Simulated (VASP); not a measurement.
## From one sheet to two: 1T-PtSe2 monolayer

What are the lattice, gap and band positions of 1T-PtSe2 monolayer, and what does a second sheet change?

Program: VASP 6.6.1. Level of theory: r2SCAN with rVV10; plane waves and PAW (Pt, Se), in the first sound run; inputs show where later runs differ. Results are calculated unless marked as measured.

## 1. The starting structure

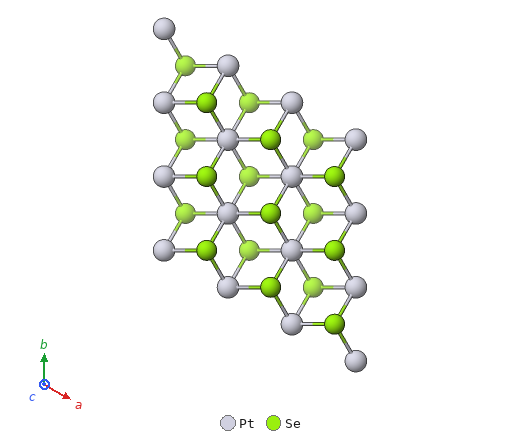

The starting structure, seen from above (platinum light grey, selenium green). 3×3×1 cells are drawn. Some periodic images of atoms are drawn too.

The cell holds 3 atoms: 1 Pt and 2 Se. Cell: a = 3.750 Å, b = 3.750 Å, c = 22.000 Å, α = 90.0°, β = 90.0°, γ = 120.0°. Vacuum lies along c.

## 2. Relaxing the monolayer

The sheet's cell relaxes in its plane with the atoms, while the vacuum is kept.

INCAR reads:

```
SYSTEM = PtSe2
PREC = Normal
ENCUT = 350
EDIFF = 1E-06
NELM = 120
ISMEAR = 0
SIGMA = 0.03
LREAL = .FALSE.
ALGO = Normal
METAGGA = R2SCAN
LUSE_VDW = .TRUE.
IVDW_NL = 2
BPARAM = 11.95
CPARAM = 0.0093
LASPH = .TRUE.
NBANDS = 17
LORBIT = 11
LWAVE = .FALSE.
LCHARG = .FALSE.
KPAR = 4
IBRION = 2
NSW = 50
ISIF = 3
EDIFFG = -0.015
POTIM = 0.4
IDIPOL = 3
LDIPOL = .TRUE.
DIPOL = 0.5 0.5 0.5
LATTICE_CONSTRAINTS = .TRUE. .TRUE. .FALSE.
```

POSCAR reads:

```
PtSe2
1.0
    3.7500000000      0.0000000000      0.0000000000
   -1.8750000000      3.2475952642      0.0000000000
    0.0000000000      0.0000000000     22.0000000000
Pt Se
1 2
Direct
    0.0000000000      0.0000000000      0.5000000000
    0.3333333333      0.6666666667      0.4409090909
    0.6666666667      0.3333333333      0.5590909091
```

KPOINTS reads:

```
Automatic mesh
0
Gamma
9 9 1
0 0 0
```

Potentials, in the order of the species: Pt and Se (PBE family, release 64).

Launch:

```bash
$ mpirun -np 4 vasp_std
```

Log:

```text
[banner, memory and clock lines left out]
running    4 mpi-ranks, on    1 nodes
 distrk:  each k-point on    1 cores,    4 groups
 distr:  one band on    1 cores,    1 groups

 POSCAR found type information on POSCAR PtSe
 POSCAR found :  2 types and       3 ions
|                                                                             |
|               ----> ADVICE to this user running VASP <----                  |
|                                                                             |
|     You have switched on vdW-DFT.                                           |
|     This routine was written and supplied by Jiri Klimes. We recommend      |
|     that you carefully read and cite the following publications:            |
|       J. Klimes, D.R. Bowler, A. Michelides                                 |
|          J. Phys.: Cond Matt. 22 022201 (2010)                              |
|       J. Klimes, D.R. Bowler, A. Michelides                                 |
|          Phys. Rev. B. 83, 195131 (2011)                                    |
|     and references therein.                                                 |
|                                                                             |

|                                                                             |
|               ----> ADVICE to this user running VASP <----                  |
|                                                                             |
|     You enforced a specific xc type in the INCAR file but a different       |
|     [... a line on the potential file left out ...]
|     I HOPE YOU KNOW WHAT YOU ARE DOING!                                     |
|                                                                             |

 LDA part: xc-table for (None), standard interpolation
 POSCAR, INCAR and KPOINTS ok, starting setup
 FFT: planning ... GRIDC
 FFT: planning ... GRID_SOFT
 FFT: planning ... GRID
 WAVECAR not read
 entering main loop
       N       E                     dE             d eps       ncg     rms          rms(c)
Total rVV10 correction in eV:      0.6891417    27.0734204
Total rVV10 correction in eV:      0.6891417    27.0734204
Total rVV10 correction in eV:      0.6891417    27.0734204
Total rVV10 correction in eV:      0.6891417    27.0734204
DAV:   1     0.789539742419E+02    0.78954E+02   -0.60645E+03   408   0.693E+02
DAV:   2    -0.718583956470E+02   -0.15081E+03   -0.14509E+03   604   0.156E+02
DAV:   3    -0.867123749686E+02   -0.14854E+02   -0.14768E+02   508   0.622E+01
DAV:   4    -0.869146205840E+02   -0.20225E+00   -0.20203E+00   513   0.835E+00
DAV:   5    -0.869184209184E+02   -0.38003E-02   -0.37984E-02   573   0.105E+00    0.126E+01
Total rVV10 correction in eV:      0.6871812    27.0792887
Total rVV10 correction in eV:      0.6871812    27.0792887
Total rVV10 correction in eV:      0.6871812    27.0792887
Total rVV10 correction in eV:      0.6871812    27.0792887
DAV:   6    -0.810434842060E+02    0.58749E+01   -0.90634E+00   466   0.271E+01    0.839E+00
Total rVV10 correction in eV:      0.6889243    27.0758029
Total rVV10 correction in eV:      0.6889243    27.0758029
Total rVV10 correction in eV:      0.6889243    27.0758029
Total rVV10 correction in eV:      0.6889243    27.0758029
DAV:   7    -0.807159857547E+02    0.32750E+00   -0.17619E+00   472   0.135E+01    0.356E+00
Total rVV10 correction in eV:      0.6914138    27.0745275
Total rVV10 correction in eV:      0.6914138    27.0745275
Total rVV10 correction in eV:      0.6914138    27.0745275
Total rVV10 correction in eV:      0.6914138    27.0745275
DAV:   8    -0.807408585778E+02   -0.24873E-01   -0.11299E-01   510   0.226E+00    0.109E+00
Total rVV10 correction in eV:      0.6929844    27.0739938
Total rVV10 correction in eV:      0.6929844    27.0739938
Total rVV10 correction in eV:      0.6929844    27.0739938
Total rVV10 correction in eV:      0.6929844    27.0739938
DAV:   9    -0.807281948182E+02    0.12664E-01   -0.44612E-02   514   0.211E+00    0.202E-01
Total rVV10 correction in eV:      0.6938443    27.0738632
Total rVV10 correction in eV:      0.6938443    27.0738632
Total rVV10 correction in eV:      0.6938443    27.0738632
Total rVV10 correction in eV:      0.6938443    27.0738632
DAV:  10    -0.807297750596E+02   -0.15802E-02   -0.62763E-03   485   0.499E-01    0.125E-01
Total rVV10 correction in eV:      0.6945844    27.0738471
Total rVV10 correction in eV:      0.6945844    27.0738471
Total rVV10 correction in eV:      0.6945844    27.0738471
Total rVV10 correction in eV:      0.6945844    27.0738471
DAV:  11    -0.807301296114E+02   -0.35455E-03   -0.34014E-04   503   0.123E-01    0.480E-02
Total rVV10 correction in eV:      0.6947217    27.0738118
Total rVV10 correction in eV:      0.6947217    27.0738118
Total rVV10 correction in eV:      0.6947217    27.0738118
Total rVV10 correction in eV:      0.6947217    27.0738118
DAV:  12    -0.807302067070E+02   -0.77096E-04   -0.22913E-05   467   0.374E-02    0.103E-02
Total rVV10 correction in eV:      0.6948476    27.0737715
Total rVV10 correction in eV:      0.6948476    27.0737715
Total rVV10 correction in eV:      0.6948476    27.0737715
Total rVV10 correction in eV:      0.6948476    27.0737715
DAV:  13    -0.807302774641E+02   -0.70757E-04   -0.97194E-06   473   0.180E-02    0.413E-03
Total rVV10 correction in eV:      0.6950689    27.0736710
Total rVV10 correction in eV:      0.6950689    27.0736710
Total rVV10 correction in eV:      0.6950689    27.0736710
Total rVV10 correction in eV:      0.6950689    27.0736710
DAV:  14    -0.807304601781E+02   -0.18271E-03   -0.37821E-05   500   0.339E-02    0.585E-03
Total rVV10 correction in eV:      0.6951832    27.0735680
Total rVV10 correction in eV:      0.6951832    27.0735680
Total rVV10 correction in eV:      0.6951832    27.0735680
Total rVV10 correction in eV:      0.6951832    27.0735680
DAV:  15    -0.807305669146E+02   -0.10674E-03   -0.26878E-05   504   0.265E-02    0.240E-03
Total rVV10 correction in eV:      0.6951777    27.0735075
Total rVV10 correction in eV:      0.6951777    27.0735075
Total rVV10 correction in eV:      0.6951777    27.0735075
Total rVV10 correction in eV:      0.6951777    27.0735075
DAV:  16    -0.807306092980E+02   -0.42383E-04   -0.51860E-06   459   0.129E-02    0.102E-03
Total rVV10 correction in eV:      0.6951497    27.0734536
Total rVV10 correction in eV:      0.6951497    27.0734536
Total rVV10 correction in eV:      0.6951497    27.0734536
Total rVV10 correction in eV:      0.6951497    27.0734536
DAV:  17    -0.807306327272E+02   -0.23429E-04   -0.32990E-06   438   0.105E-02    0.126E-03
Total rVV10 correction in eV:      0.6951369    27.0734359
[...]
Total rVV10 correction in eV:      0.6838146    27.0735647
Total rVV10 correction in eV:      0.6838146    27.0735647
DAV:   4    -0.807378240619E+02    0.48305E-02   -0.24993E-02   481   0.988E-01    0.311E-01
Total rVV10 correction in eV:      0.6836970    27.0735342
Total rVV10 correction in eV:      0.6836970    27.0735342
Total rVV10 correction in eV:      0.6836970    27.0735342
Total rVV10 correction in eV:      0.6836970    27.0735342
DAV:   5    -0.807380305146E+02   -0.20645E-03   -0.87896E-04   437   0.237E-01    0.192E-01
Total rVV10 correction in eV:      0.6833425    27.0734960
Total rVV10 correction in eV:      0.6833425    27.0734960
Total rVV10 correction in eV:      0.6833425    27.0734960
Total rVV10 correction in eV:      0.6833425    27.0734960
DAV:   6    -0.807381789974E+02   -0.14848E-03   -0.58853E-04   493   0.167E-01    0.360E-02
Total rVV10 correction in eV:      0.6833412    27.0734792
Total rVV10 correction in eV:      0.6833412    27.0734792
Total rVV10 correction in eV:      0.6833412    27.0734792
Total rVV10 correction in eV:      0.6833412    27.0734792
DAV:   7    -0.807381684773E+02    0.10520E-04   -0.42323E-05   516   0.618E-02    0.874E-03
Total rVV10 correction in eV:      0.6832969    27.0734605
Total rVV10 correction in eV:      0.6832969    27.0734605
Total rVV10 correction in eV:      0.6832969    27.0734605
Total rVV10 correction in eV:      0.6832969    27.0734605
DAV:   8    -0.807381839338E+02   -0.15457E-04   -0.85745E-06   482   0.203E-02    0.450E-03
Total rVV10 correction in eV:      0.6832913    27.0734498
Total rVV10 correction in eV:      0.6832913    27.0734498
Total rVV10 correction in eV:      0.6832913    27.0734498
Total rVV10 correction in eV:      0.6832913    27.0734498
DAV:   9    -0.807381845896E+02   -0.65580E-06   -0.10074E-06   411   0.789E-03
Total rVV10 correction in eV:      0.6832851    27.0734212
Total rVV10 correction in eV:      0.6832851    27.0734212
Total rVV10 correction in eV:      0.6832851    27.0734212
Total rVV10 correction in eV:      0.6832851    27.0734212
Total rVV10 correction in eV:      0.6832867    27.0734409
Total rVV10 correction in eV:      0.6832867    27.0734409
Total rVV10 correction in eV:      0.6832867    27.0734409
Total rVV10 correction in eV:      0.6832867    27.0734409
   2 F= -.80738185E+02 E0= -.80738185E+02  d E =-.753767E-02
[...]
3 F= -.80747647E+02 E0= -.80747647E+02  d E =-.170001E-01
[...]
4 F= -.80750686E+02 E0= -.80750686E+02  d E =-.303942E-02
 trial-energy change:   -0.003039  1 .order   -0.003044   -0.003497   -0.002592
 step:   3.5373(harm=  3.5373)  dis= 0.02961  next Energy=   -80.754400 (dE=-0.675E-02)
 bond charge predicted
       N       E                     dE             d eps       ncg     rms          rms(c)
Total rVV10 correction in eV:      0.6872237    27.0734365
Total rVV10 correction in eV:      0.6872237    27.0734365
Total rVV10 correction in eV:      0.6872237    27.0734365
Total rVV10 correction in eV:      0.6872237    27.0734365
DAV:   1    -0.807608119049E+02   -0.10125E-01   -0.98891E-01   408   0.627E+00    0.653E-01
Total rVV10 correction in eV:      0.6858862    27.0736604
Total rVV10 correction in eV:      0.6858862    27.0736604
Total rVV10 correction in eV:      0.6858862    27.0736604
Total rVV10 correction in eV:      0.6858862    27.0736604
DAV:   2    -0.807552659531E+02    0.55460E-02   -0.59802E-02   410   0.203E+00    0.269E-01
Total rVV10 correction in eV:      0.6853870    27.0735765
Total rVV10 correction in eV:      0.6853870    27.0735765
Total rVV10 correction in eV:      0.6853870    27.0735765
Total rVV10 correction in eV:      0.6853870    27.0735765
DAV:   3    -0.807544473399E+02    0.81861E-03   -0.27490E-03   440   0.427E-01    0.135E-01
Total rVV10 correction in eV:      0.6847835    27.0734839
Total rVV10 correction in eV:      0.6847835    27.0734839
Total rVV10 correction in eV:      0.6847835    27.0734839
Total rVV10 correction in eV:      0.6847835    27.0734839
DAV:   4    -0.807543000628E+02    0.14728E-03   -0.20034E-03   448   0.282E-01    0.787E-02
Total rVV10 correction in eV:      0.6848187    27.0734846
Total rVV10 correction in eV:      0.6848187    27.0734846
Total rVV10 correction in eV:      0.6848187    27.0734846
Total rVV10 correction in eV:      0.6848187    27.0734846
DAV:   5    -0.807543117912E+02   -0.11728E-04   -0.51282E-05   473   0.524E-02    0.546E-02
Total rVV10 correction in eV:      0.6847683    27.0734769
Total rVV10 correction in eV:      0.6847683    27.0734769
Total rVV10 correction in eV:      0.6847683    27.0734769
Total rVV10 correction in eV:      0.6847683    27.0734769
DAV:   6    -0.807543379299E+02   -0.26139E-04   -0.41759E-05   474   0.431E-02    0.393E-03
Total rVV10 correction in eV:      0.6847589    27.0734765
Total rVV10 correction in eV:      0.6847589    27.0734765
Total rVV10 correction in eV:      0.6847589    27.0734765
Total rVV10 correction in eV:      0.6847589    27.0734765
DAV:   7    -0.807543397752E+02   -0.18453E-05   -0.25655E-06   412   0.111E-02    0.331E-03
Total rVV10 correction in eV:      0.6847641    27.0734741
Total rVV10 correction in eV:      0.6847641    27.0734741
Total rVV10 correction in eV:      0.6847641    27.0734741
Total rVV10 correction in eV:      0.6847641    27.0734741
DAV:   8    -0.807543411629E+02   -0.13877E-05   -0.57486E-07   316   0.568E-03    0.214E-03
Total rVV10 correction in eV:      0.6847782    27.0734663
Total rVV10 correction in eV:      0.6847782    27.0734663
Total rVV10 correction in eV:      0.6847782    27.0734663
Total rVV10 correction in eV:      0.6847782    27.0734663
DAV:   9    -0.807543439521E+02   -0.27892E-05   -0.84605E-07   342   0.692E-03    0.693E-04
Total rVV10 correction in eV:      0.6847909    27.0734547
Total rVV10 correction in eV:      0.6847909    27.0734547
Total rVV10 correction in eV:      0.6847909    27.0734547
Total rVV10 correction in eV:      0.6847909    27.0734547
DAV:  10    -0.807543461116E+02   -0.21594E-05   -0.99117E-07   381   0.747E-03    0.675E-04
Total rVV10 correction in eV:      0.6847995    27.0734416
Total rVV10 correction in eV:      0.6847995    27.0734416
Total rVV10 correction in eV:      0.6847995    27.0734416
Total rVV10 correction in eV:      0.6847995    27.0734416
DAV:  11    -0.807543497204E+02   -0.36088E-05   -0.98660E-07   397   0.732E-03    0.517E-04
Total rVV10 correction in eV:      0.6848024    27.0734305
Total rVV10 correction in eV:      0.6848024    27.0734305
Total rVV10 correction in eV:      0.6848024    27.0734305
Total rVV10 correction in eV:      0.6848024    27.0734305
DAV:  12    -0.807543515685E+02   -0.18481E-05   -0.60858E-07   407   0.612E-03    0.229E-04
Total rVV10 correction in eV:      0.6847995    27.0734250
Total rVV10 correction in eV:      0.6847995    27.0734250
Total rVV10 correction in eV:      0.6847995    27.0734250
Total rVV10 correction in eV:      0.6847995    27.0734250
DAV:  13    -0.807543532560E+02   -0.16875E-05   -0.19473E-07   403   0.389E-03    0.171E-04
Total rVV10 correction in eV:      0.6847977    27.0734233
Total rVV10 correction in eV:      0.6847977    27.0734233
Total rVV10 correction in eV:      0.6847977    27.0734233
Total rVV10 correction in eV:      0.6847977    27.0734233
DAV:  14    -0.807543540294E+02   -0.77346E-06   -0.68645E-08   378   0.243E-03
Total rVV10 correction in eV:      0.6847964    27.0734239
Total rVV10 correction in eV:      0.6847964    27.0734239
Total rVV10 correction in eV:      0.6847964    27.0734239
Total rVV10 correction in eV:      0.6847964    27.0734239
Total rVV10 correction in eV:      0.6847967    27.0734232
Total rVV10 correction in eV:      0.6847967    27.0734232
Total rVV10 correction in eV:      0.6847967    27.0734232
Total rVV10 correction in eV:      0.6847967    27.0734232
   5 F= -.80754354E+02 E0= -.80754354E+02  d E =-.670704E-02
 curvature:  -1.89 expect dE=-0.354E-06 dE for cont linesearch -0.140E-06
 trial: gam= 0.00000 g(F)=  0.136E-06 g(S)=  0.512E-07 ort =-0.174E-04 (trialstep = 0.144E+01)
 search vector abs. value=  0.187E-06
 reached required accuracy - stopping structural energy minimisation
```

Run time: 2.4 min. Hardware: 4 MPI ranks of AMD EPYC 9R45, shared host; peak memory 1.3 GiB.

Lines that name or quote the potential files are left out of all logs, and their timing lines are given in words.

[end of part 1 of 9]

[Lines on the potential files, build, host, timing and source positions are cut from VASP's logs without a mark.]

[Logs are printed without paths, hosts, clocks, repeated set-up lines and the standing remarks that a program may print on its own settings, such as how far it seeks lower states.]

[Hosts, paths, dates, database ids (printed as entryN), source tags and the programs' standing remarks are cut or masked in the printed files.]

[Runs that stopped without an error message from VASP are left out.]
